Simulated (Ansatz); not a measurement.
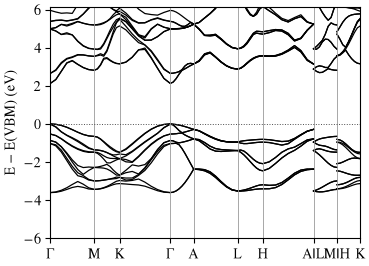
Figure: Band structure from plane-wave PAW PBEsol with spin–orbit coupling (Ansatz code)

Problem. Read off the gap and where the band edges lie.

Solution. About 2.1 eV (2.12 eV by a search for the band edges); maximum at Γ, minimum at Γ.

The material is MgTe (wurtzite, P6_3mc).

The cell was relaxed with PBEsol under the symmetry of its start.

Potentials: the later of the program's two PAW sets.
